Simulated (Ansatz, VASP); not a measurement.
# AsPb in two plane-wave programs

Wanted: the spread between two codes on one cell, functional and k mesh. The cell is invented: As first built, before any earlier steps moved the atoms (in the runner's words): it takes the GeAs structure with some of its atoms replaced by other elements, volume scaled by an estimate. It may not be a known or stable phase. The cell is taken from a series of VASP runs on this material, whose earlier steps may have relaxed, scaled or displaced it; both programs get it as it stands. Other levels of theory on this material are compared in a session of their own. Valence electrons are named where the data sets of a main pair hold unlike numbers.

Method: plane waves, with VASP 6.6.1 beside it; band structure at LDA and band structure at PBE, spin-orbit coupling, in Ansatz 0.2.0.

## 1. The starting structure

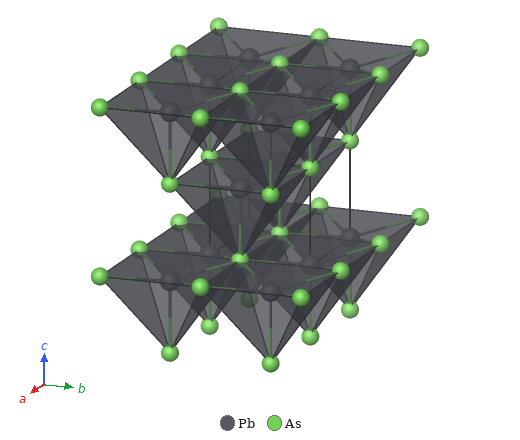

The cell as given, slightly off an axis (lead dark grey, arsenic green). 2×1×1 cells are drawn. This picture shows the conventional cell, with its axes. Some periodic images of atoms are drawn too.

## 2. Ansatz: band structure, LDA

Ansatz runs on its default PAW (the set named soft_2) files.

A single point gives forces, pressure and levels at one fixed geometry, so differences don't come from the geometry; what else differs is listed under the comparison.

File input.yaml:

```yaml
crystal:
  lattice:
    - [-2.065730946, 2.065730946, 3.3498724957]
    - [2.065730946, -2.065730946, 3.3498724957]
    - [2.065730946, 2.065730946, -3.3498724957]
  atoms:
    - { symbol: Pb, position: [0.0052393533, 0.0052393533, 0.0] }
    - { symbol: As, position: [0.5807606467, 0.5807606467, 0.0] }
hamiltonian:
  xc: lda
  pseudopotentials: { kind: paw }
kpoints:
  mp_grid: { grid: [5, 5, 5] }
  band_path:
    path:
      - [0.0, 0.0, 0.0]
      - [0.0, 0.0, 0.2]
      - [0.0, 0.0, 0.4]
      - [-0.02535, 0.02535, 0.5]
      - [-0.10141, 0.10141, 0.5]
      - [-0.17746, 0.17746, 0.5]
      - [-0.23145, 0.23145, 0.45868]
      - [-0.29342, 0.29342, 0.39671]
      - [-0.34507, 0.34507, 0.34507]
      - [-0.20704, 0.20704, 0.20704]
      - [-0.06901, 0.06901, 0.06901]
      - [0.06667, 0.06667, -0.06667]
      - [0.26667, 0.26667, -0.26667]
      - [0.46667, 0.46667, -0.46667]
      - [0.45868, 0.54132, -0.45868]
      - [0.39671, 0.60329, -0.39671]
      - [0.34507, 0.65493, -0.34507]
      - [0.20704, 0.59296, -0.20704]
      - [0.06901, 0.53099, -0.06901]
      - [0.03333, 0.46667, 0.03333]
      - [0.13333, 0.36667, 0.13333]
      - [0.23333, 0.26667, 0.23333]
      - [0.31667, 0.31667, 0.13263]
      - [0.41667, 0.41667, -0.04342]
      - [0.5, 0.5, -0.19013]
      - [0.5, 0.5, -0.31408]
      - [0.5, 0.5, -0.43803]
      - [0.03333, 0.03333, 0.46667]
      - [0.13333, 0.13333, 0.36667]
      - [0.25, 0.25, 0.25]
    npoints: 1
scf:
  occupations: { method: gaussian, width: 0.02 }
  n_extra_bands: 7
output:
  forces: true
  stress: true
  eigenvalues: true
```

The run is started by

```sh
ansatz run input.yaml --threads 2 --pin off --max-ram 4608MiB --backend cpu --events-out ev --progress --plain --runs-dir out
```

Numbers of over 12 decimals in the logs are rounded to 6 here.

What it wrote:

```text
scf.n_extra_bands = 7 over 15 filled bands (N_el = 29.0): the run solves 22 bands
Engine: ansatz 0.2.0, aarch64-unknown-linux-gnu
Pseudopotentials: kind: paw
Pseudopotential: Pb, paw, valence charge 14, recommended cutoff 420 eV (normal), Pb.paw.azcp
Pseudopotential: As, paw, valence charge 15, recommended cutoff 420 eV (normal), As.paw.azcp
Functional definition: SPW92
  exchange = slater_x
  correlation = pw_c
Crystal: 2 atoms, lattice volume = 57.179 Å³
Basis set: ecut = 420 eV, 1111 PW (Γ)
Bands: 22, of which v1, the nominal top of the filled ones, is band 15 counted from 1 (14 counted from 0)
Symmetry: 8 space group operations
Space group: I4mm (ITA 107), of the structure as read, at distance tolerance 3.9e-5 Å
k-points: 18 of 125 (time reversal used)
Non-local potential: Pb, projectors of the file, l = 0: 2, l = 1: 2, l = 2: 2, l = 3: 2
Non-local potential: As, projectors of the file, l = 0: 2, l = 1: 2, l = 2: 3, l = 3: 1
PAW form: soft (Blöchl's): semilocal exchange-correlation on the pseudo side does not see the compensation charge
PAW frozen core: Pb, regenerated for the run's functional, and the local potential with it (the file was generated under x = pbe(κ = 0.804, μ = 0.219515), c = pbe(β = 0.066725))
PAW frozen core: As, regenerated for the run's functional, and the local potential with it (the file was generated under x = pbe(κ = 0.804, μ = 0.219515), c = pbe(β = 0.066725))
PAW one-centre angular grid: Pb, 590 points (default); XC on 64 Gauss nodes
PAW one-centre angular grid: As, 590 points (default); XC on 64 Gauss nodes
Initial density: superposition of atomic densities (neutral atoms: chi_scale 0, normalization atom), corrected by the library's trained network
Initial wavefunctions: pseudopotential atomic-orbital guess
Functional: x = slater, c = lda
SCF iter   1: F=—  HF=-16375.752824 eV  |F-HF|=—  |Δ(HF+E_count)|=         —  Δρ=4.75e-3  dr2=1.25e-2  ethr=1.77e-3  ⟨swp⟩=6.4  Hψ=1975  notcnv=0
preconditioner: auto → none  [insulator: Δε(μ)=0.171 eV  Ē_g=17.818 eV  σ=0.020 eV  W_gap=0.65  n_scr=14 (ndim 8)  ℏωp=21.4 eV  f_vac=0.008  D(μ)=6.66/eV (n_scr^D=88)  ε∞_Penn≈2.4]
SCF iter   2: F=—  HF=-16375.748482 eV  |F-HF|=—  |Δ(HF+E_count)|=   4.34e-3  Δρ=2.03e-3  dr2=2.36e-3  ethr=4.31e-5  ⟨swp⟩=2.9  Hψ=745  notcnv=0  defer=55
SCF iter   3: F=—  HF=-16375.747914 eV  |F-HF|=—  |Δ(HF+E_count)|=   5.68e-4  Δρ=4.56e-4  dr2=1.73e-4  ethr=8.12e-6  ⟨swp⟩=3.0  Hψ=564  notcnv=0  defer=55
SCF iter   4: F=—  HF=-16375.747866 eV  |F-HF|=—  |Δ(HF+E_count)|=   4.83e-5  Δρ=1.40e-4  dr2=1.27e-5  ethr=5.97e-7  ⟨swp⟩=2.0  Hψ=511  notcnv=0  defer=55
SCF iter   5: F=—  HF=-16375.747865 eV  |F-HF|=—  |Δ(HF+E_count)|=   6.02e-7  Δρ=3.14e-5  dr2=2.45e-7  ethr=4.37e-8  ⟨swp⟩=2.0  Hψ=583  notcnv=0  defer=55
SCF iter   6: F=-16375.747866 eV  HF=-16375.747866 eV  |F-HF|=3.51e-9  |Δ(HF+E_count)|=   6.29e-8  Δρ=1.12e-5  dr2=4.05e-8  ethr=3.45e-10  ⟨swp⟩=9.0  Hψ=1979  notcnv=0
SCF 1 converged in 6 iterations: F = -16375.747866 eV  dr2 = 4.05e-8
  greatest PAW one-centre occupation: 0.999 electrons in one spin orbital (limit 2), on the As atom at site 1 (counted from 0), in its partial waves of l = 2
NSCF: frozen V_eff on 30 k-points
SCF converged after 6 iterations
Free energy (F): -16375.747866 eV
Harris-Foulkes:  -16375.747866 eV  (|F-HF|=3.51e-9)
Internal energy: -16375.746772 eV  (E = F + TS)
E sigma→0 (E₀):  -16375.747319 eV
Entropy (-TS):   -0.001093 eV (-0.547 meV/atom)
Fermi energy:    8.395512 eV
--- Per-component energies (eV) ---
  E_band       = -317.045547
  E_kinetic    = 392.024920
  E_local      = -2965.651237  (includes V_loc(G=0)·N_el)
  E_nonlocal   = -311.479367
  E_hartree    = 1445.385205
  E_xc         = -296.986707
  E_vxc        = -211.707798  (∫ρ·V_xc dr)
  E_paw        = -11857.016976  (= ΣΔE_a)
  E_vpaw       = -111.001826  (= ΣTr[D̂ρ^β])
  E_aug_tail   = 0.000058  (compensation charges beyond the density's cutoff)
  E_ewald      = -2784.020184
  E_core_change = 1.997516  (= ΣΔE_core)
  E_smearing   = -0.001093  (= −TS)
  E_closure    = -0.000000  (closes the sum)
  Σ components = -16375.747866   (vs F -16375.747866, Δ=0.00e0)
--- Forces (eV/Å), atoms counted from 1 ---
  atom   1  Pb     0.00000000     0.00000000    -0.00113495
  atom   2  As    -0.00000000     0.00000000     0.00114398
  max |Σ_I F_I| component: 9.04e-6 eV/Å
--- Stress (GPa, compression-positive) ---
       -4.160924      -0.000000      -0.000000
       -0.000000      -4.160924      -0.000000
       -0.000000       0.000000      -4.356126
  P = ⅓ Tr σ = -4.2260 GPa (-42.260 kbar)
--- Band table (eV; the first three rows and the last of 18) ---
  k-point 0: bands = [... 11 lower, 3.8218, 7.6220, 7.6220, 8.2410, 11.9459, 13.4343, 13.4343, 14.7577, ... 3 higher]
  k-point 1: bands = [... 11 lower, 2.3845, 6.7432, 7.3278, 9.3324, 11.2150, 12.4478, 12.5112, 15.4737, ... 3 higher]
  k-point 2: bands = [... 11 lower, 1.3968, 4.7914, 5.6626, 6.9495, 11.4908, 13.4319, 15.5372, 16.9492, ... 3 higher]
  k-point 17: bands = [... 11 lower, 0.7385, 4.6965, 6.7640, 7.5305, 13.2628, 14.1226, 14.6299, 15.0768, ... 3 higher]
```

Wall time 4.7 s (2 threads of Arm Neoverse N1, shared host); peak memory 0.32 GiB; 7.4 s of CPU time.

Reading the cycles: dr2 is the Hartree energy of the density residual (eV), the measure of convergence; HF is the Harris–Foulkes estimate of the energy, which meets the free energy F at convergence.

## 3. VASP: band structure, LDA

The same cell, functional (in two slightly different forms), mesh and smearing now go to VASP, with its own data sets.

Lines of VASP's logs that name or quote its potential files are left out, and so is its time.

File INCAR:

```
SYSTEM = AsPb
PREC = Accurate
ENCUT = 400
EDIFF = 1E-06
NELM = 100
ISMEAR = 0
SIGMA = 0.02
LREAL = .FALSE.
ALGO = Normal
GGA = CA
LORBIT = 11
LWAVE = .FALSE.
LCHARG = .FALSE.
KPAR = 4
```

File POSCAR:

```
AsPb
1.0
   -2.0657309460      2.0657309460      3.3498724957
    2.0657309460     -2.0657309460      3.3498724957
    2.0657309460      2.0657309460     -3.3498724957
Pb As
1 1
Direct
    0.0052393533      0.0052393533      0.0000000000
    0.5807606467      0.5807606467      0.0000000000
```

File KPOINTS:

```
Automatic mesh
0
Gamma
5 5 5
0 0 0
```

File KPOINTS_OPT:

```
Line mode
16
Line-mode
Reciprocal
  0.00000000   0.00000000   0.00000000 GAMMA
  0.00000000   0.00000000   0.50000000 X

  0.00000000   0.00000000   0.50000000 X
 -0.19013452   0.19013452   0.50000000 Y

 -0.19013452   0.19013452   0.50000000 Y
 -0.34506726   0.34506726   0.34506726 S

 -0.34506726   0.34506726   0.34506726 S
  0.00000000   0.00000000   0.00000000 GAMMA

  0.00000000   0.00000000   0.00000000 GAMMA
  0.50000000   0.50000000  -0.50000000 Z

  0.50000000   0.50000000  -0.50000000 Z
  0.34506726   0.65493274  -0.34506726 S1

  0.34506726   0.65493274  -0.34506726 S1
  0.00000000   0.50000000   0.00000000 N

  0.00000000   0.50000000   0.00000000 N
  0.25000000   0.25000000   0.25000000 P

  0.25000000   0.25000000   0.25000000 P
  0.50000000   0.50000000  -0.19013452 Y1

  0.50000000   0.50000000  -0.19013452 Y1
  0.50000000   0.50000000  -0.50000000 Z

  0.00000000   0.00000000   0.50000000 X
  0.25000000   0.25000000   0.25000000 P
```

The projector-augmented-wave data sets are Pb_d and As (PBE family, release 64).

The run is started by

```sh
mpirun -np 4 vasp_std
```

What it wrote:

```text
[banner, memory and clock lines left out]
running    4 mpi-ranks, on    1 nodes
 distrk:  each k-point on    1 cores,    4 groups
 distr:  one band on    1 cores,    1 groups

 POSCAR found type information on POSCAR PbAs
 POSCAR found :  2 types and       2 ions
|                                                                             |
|               ----> ADVICE to this user running VASP <----                  |
|                                                                             |
|     You enforced a specific xc type in the INCAR file but a different       |
|     [... a line on the potential file left out ...]
|     I HOPE YOU KNOW WHAT YOU ARE DOING!                                     |
|                                                                             |

 LDA part: xc-table for (Slater(with rela. corr.)+CA(PZ))
 , standard interpolation
 POSCAR, INCAR and KPOINTS ok, starting setup
 FFT: planning ... GRIDC
 FFT: planning ... GRID_SOFT
 FFT: planning ... GRID
 WAVECAR not read
 entering main loop
       N       E                     dE             d eps       ncg     rms          rms(c)
DAV:   1     0.129933934150E+03    0.12993E+03   -0.75374E+03   468   0.117E+03
DAV:   2    -0.978364500746E+00   -0.13091E+03   -0.12725E+03   493   0.321E+02
DAV:   3    -0.936208449507E+01   -0.83837E+01   -0.82539E+01   598   0.903E+01
DAV:   4    -0.957890467924E+01   -0.21682E+00   -0.21008E+00   539   0.170E+01
DAV:   5    -0.958562294814E+01   -0.67183E-02   -0.67178E-02   617   0.275E+00    0.195E+00
DAV:   6    -0.943666185408E+01    0.14896E+00   -0.36177E-01   687   0.802E+00    0.105E+00
DAV:   7    -0.942655217275E+01    0.10110E-01   -0.61942E-02   586   0.251E+00    0.409E-01
DAV:   8    -0.942486900898E+01    0.16832E-02   -0.53720E-03   548   0.816E-01    0.712E-02
DAV:   9    -0.942476638954E+01    0.10262E-03   -0.68055E-04   588   0.299E-01    0.362E-02
DAV:  10    -0.942477443494E+01   -0.80454E-05   -0.76269E-05   513   0.577E-02    0.170E-02
DAV:  11    -0.942477121420E+01    0.32207E-05   -0.18196E-05   629   0.579E-02    0.443E-03
DAV:  12    -0.942477132933E+01   -0.11513E-06   -0.12497E-06   364   0.916E-03
   1 F= -.94247713E+01 E0= -.94243490E+01  d E =-.844580E-03
 Start KPOINTS_OPT (optional k-point list driver)
k-point batch [1-18\176]
       N       E                     dE             ncg
DAV:   1     0.327370376551E+03   -0.55476E+04      468
DAV:   2    -0.206390534661E+04   -0.23913E+04      483
DAV:   3    -0.221945152223E+04   -0.15555E+03      623
DAV:   4    -0.222278958734E+04   -0.33381E+01      531
DAV:   5    -0.222291072580E+04   -0.12114E+00      625
DAV:   6    -0.222291737890E+04   -0.66531E-02      670
DAV:   7    -0.222291741737E+04   -0.38467E-04      625
DAV:   8    -0.222291741787E+04   -0.50527E-06      394
[...]
k-point batch [163-176\176]
       N       E                     dE             ncg
DAV:   1     0.211411151856E+04   -0.81452E+04      372
DAV:   2     0.399808551666E+03   -0.17143E+04      384
DAV:   3     0.293560978603E+03   -0.10625E+03      449
DAV:   4     0.291219647632E+03   -0.23413E+01      445
DAV:   5     0.291140827683E+03   -0.78820E-01      460
DAV:   6     0.291135701660E+03   -0.51260E-02      507
DAV:   7     0.291135645009E+03   -0.56651E-04      483
DAV:   8     0.291135644514E+03   -0.49447E-06      277
```

OUTCAR, selected parts (step 3):

```text
ion  position               nearest neighbor table
   1  0.005  0.005  0.000-   2 2.84   2 2.96   2 2.96   2 2.96   2 2.96
   2  0.581  0.581  0.000-   1 2.84   1 2.96   1 2.96   1 2.96   1 2.96

  LATTYP: Found a body centered tetragonal cell.
 ALAT       =     4.1314618920
 C/A-ratio  =     1.6216402732

 Subroutine GETGRP returns: Found  8 space group operations
 (whereof  8 operations were pure point group operations)

The static configuration has the point symmetry C_4v.

 Found     18 irreducible k-points:

   k-points           NKPTS =     18   k-points in BZ     NKDIM =     18   number of bands    NBANDS=     13

   dimension x,y,z NGX =    30 NGY =   30 NGZ =   30
   dimension x,y,z NGXF=    60 NGYF=   60 NGZF=   60

   ENCUT  =  400.0 eV  29.40 Ry    5.42 a.u.   7.25  7.25  7.25*2*pi/ulx,y,z

   NELECT =      19.0000    total number of electrons

 k-points in reciprocal lattice and weights: Automatic mesh
   0.00000000  0.00000000  0.00000000       0.008
   0.20000000 -0.00000000  0.00000000       0.064
   0.40000000  0.00000000  0.00000000       0.064
   0.20000000  0.20000000  0.00000000       0.064
   0.40000000  0.20000000  0.00000000       0.128
  -0.40000000  0.20000000  0.00000000       0.128
  -0.20000000  0.20000000  0.00000000       0.032
   0.40000000  0.40000000  0.00000000       0.064
  -0.40000000  0.40000000  0.00000000       0.032
[...]
-0.40000000  0.40000000  0.40000000       0.032
  -0.40000000 -0.40000000  0.40000000       0.016

 average (electrostatic) potential at core
       1 -92.1890       2 -49.2831

 E-fermi :   4.4882

 k-point     1 :       0.0000    0.0000    0.0000
  band No.  band energies     occupation
    ...
      6      -7.7068      2.00000
      7      -0.0230      2.00000
      8       3.7087      2.00000
      9       3.7087      2.00000
     10       4.3248      2.00000
     11       8.0301      0.00000
     12       9.5171      0.00000
     13       9.5171      0.00000

 k-point     2 :       0.2000   -0.0000    0.0000
  band No.  band energies     occupation
    ...
      5     -11.8247      2.00000
      6      -7.2951      2.00000
      7      -1.3446      2.00000
      8       3.8549      2.00000
      9       3.9311      2.00000
     10       4.5123      0.08861
     11       7.1109      0.00000
     12       8.7356      0.00000
     13       8.8789      0.00000

 k-point     3 :       0.4000    0.0000    0.0000
  band No.  band energies     occupation
    ...
      5     -11.8111      2.00000
      6      -6.2196      2.00000
      7      -3.4244      2.00000
      8       3.4253      2.00000
      9       4.4830      1.28639
     10       4.8447      0.00000
     11       6.6326      0.00000
     12       7.2491      0.00000
     13       7.6562      0.00000

  Total       -1.4303504     -1.4303504     -1.5365433      0.0000000     -0.0000000      0.0000000
  in kB      -40.0790352    -40.0790352    -43.0546034      0.0000000     -0.0000000      0.0000000
  external PRESSURE =     -41.0708913 kB  Pullay stress =       0.0000000 kB

  energy-cutoff  :      400.00
  volume of cell :       57.18
      direct lattice vectors                 reciprocal lattice vectors
    -2.065730946  2.065730946  3.349872496     0.000000000  0.242045074  0.149259412
     2.065730946 -2.065730946  3.349872496     0.242045074  0.000000000  0.149259412
     2.065730946  2.065730946 -3.349872496     0.242045074  0.242045074  0.000000000

 POSITION                                       TOTAL-FORCE (eV/Angst)
 -----------------------------------------------------------------------------------
      0.00000      0.00000      0.03510        -0.000000     -0.000000      0.014014
      0.00000      0.00000      3.89095         0.000000      0.000000     -0.014014
 -----------------------------------------------------------------------------------
    total drift:                               -0.000001     -0.000001      0.000249

  FREE ENERGIE OF THE ION-ELECTRON SYSTEM (eV)
  ---------------------------------------------------
  free  energy   TOTEN  =        -9.4247713293 eV

  energy  without entropy=       -9.4239267493  energy(sigma->0) =       -9.42434904

 total charge
# of ion       s       p       d       tot
------------------------------------------
    1        1.345   0.757   9.830  11.932
    2        1.283   1.394   0.021   2.698
--------------------------------------------------
tot          2.628   2.152   9.850  14.630

[... 3 further parts left out ...]
```

The PAW data sets were made with PBE, though LDA sets exist; pressures can shift by 1 GPa and more with it. At this level the cell is under a tension of 4.1 GPa, so at these settings it is away from equilibrium.

## 4. Comparison

Known differences besides the potentials themselves: the two LDA forms differ slightly; the data sets hold 29 valence electrons in Ansatz (on its default PAW (the set named soft_2) files) and 19 in VASP; the cutoff is 420 eV in Ansatz and 400 eV in VASP; Ansatz makes its cores anew for this functional, VASP keeps those of its PBE data sets; VASP's log shows a relativistic correction to its local exchange, Ansatz's none. Total energies have different zeros and are not compared.

Both answers:

```
      quantity  Ansatz   VASP  difference
pressure (GPa)   -4.23  -4.11       -0.12
```

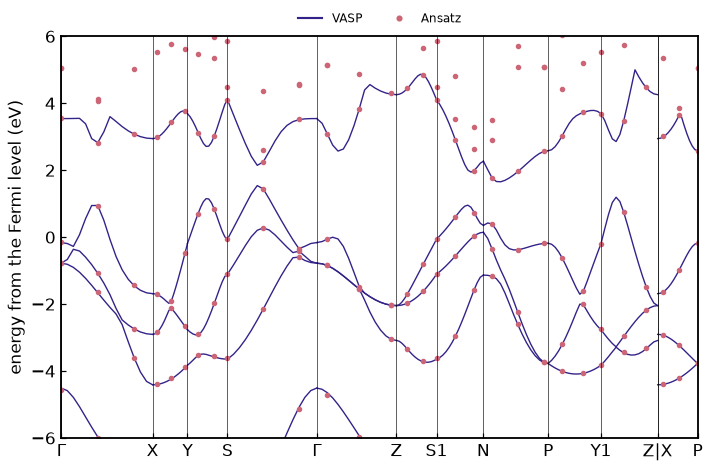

Bands from VASP (lines) and levels from Ansatz (dots). Dots without a line are higher empty bands that the VASP plot leaves out.

At this near-relaxed geometry the largest component of a force difference is 15 meV/Å. Levels from 3 eV below to 2 eV above the Fermi level differ by 10 meV r.m.s. and 19 meV at most; each VASP level is matched to the nearest of Ansatz, which flatters the figure a little.

## 5. Ansatz: band structure, PBE, spin-orbit coupling

With cell and atoms fixed, the geometry can't cause a difference; cores, projectors, grids and the points listed under the comparison can.

The cell is taken from a series of VASP runs on this material, whose earlier steps may have relaxed, scaled or displaced it; both programs get it as it stands.

Edit input.yaml of step 2 so:

```diff
@@ -9,6 +9,9 @@
 hamiltonian:
-  xc: lda
-  pseudopotentials: { kind: paw }
+  xc: pbe
+  pseudopotentials: { kind: paw_fr }
+magnetization:
+  noncollinear: true
+  spin_orbit: true
 kpoints:
-  mp_grid: { grid: [5, 5, 5] }
+  mp_grid: { grid: [6, 6, 6] }
   band_path:
@@ -48,3 +51,3 @@
   occupations: { method: gaussian, width: 0.02 }
-  n_extra_bands: 7
+  n_extra_bands: 14
 output:
```

The run is started by

```sh
ansatz run input.yaml --threads 2 --pin off --max-ram 4608MiB --backend cpu --events-out ev --progress --plain --runs-dir out
```

What it wrote:

```text
[...]
non-collinear run that drives no moment, with spin-orbit: no starting moment large enough to seed its density (crystal.atoms[].spin), no starting occupations that ask for one, no magnetisation constraint and no magnetic field, so the semilocal B_xc is pinned to zero
Crystal: 2 atoms, lattice volume = 57.179 Å³
[...]
k-point 1: bands = [... 25 lower, 7.1449, 7.8749, 7.9812, 9.6372, 9.7239, 11.0829, 11.3721, 12.7818, ... 10 higher]
  k-point 2: bands = [... 25 lower, 6.1268, 6.2464, 6.3952, 7.6551, 7.8337, 11.9325, 12.0210, 12.8788, ... 10 higher]
  k-point 29: bands = [... 25 lower, 5.5874, 6.4037, 6.4037, 6.9316, 6.9316, 13.0423, 13.0423, 14.8918, ... 10 higher]
[key lines of the parts left out:]
SCF converged after 9 iterations
Magnetization: |M| = 0.0000 μB,  M = (+0.0000, +0.0000, +0.0000) μB
Free energy (F): -16801.104828 eV
Fermi energy:    8.795097 eV
P = ⅓ Tr σ = -0.1168 GPa (-1.168 kbar)
```

Run time: 30 s. Hardware: 2 threads; peak memory 0.56 GiB.

[end of part 1 of 2]

[Lines on the potential files, build, host, timing and source positions are cut from VASP's logs without a mark.]

[Logs are printed without paths, hosts, clocks, repeated set-up lines and the standing remarks that a program may print on its own settings, such as how far it seeks lower states.]

[Hosts, paths, dates, database ids (printed as entryN), source tags and the programs' standing remarks are cut or masked in the printed files.]
